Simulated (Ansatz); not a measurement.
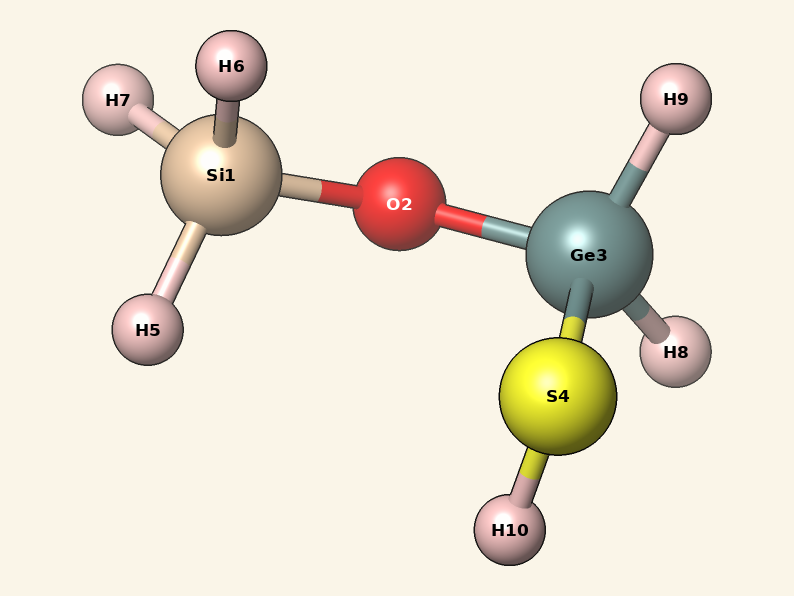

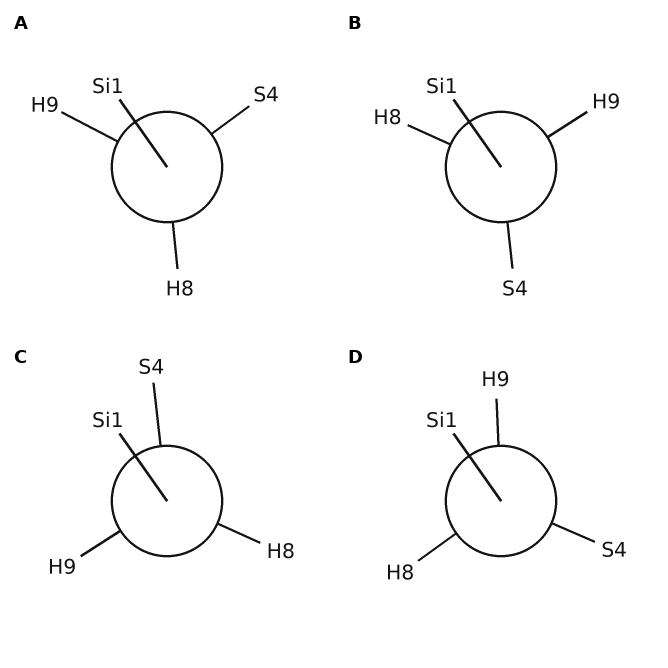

Depth is shown by fading: the farther an atom, the more it takes the colour of the background. Bonds that would overlap in a projection are set slightly apart. The computed structure is the end point of a PBE0-D4/def2-TZVP optimisation. No frequency run is at hand to confirm it as a minimum.

Question: Which Newman projection shows the view along O2–Ge3, with O2 in front?

Answer: C. The torsion angle Si1–O2–Ge3–S4 is 29°, synperiplanar.
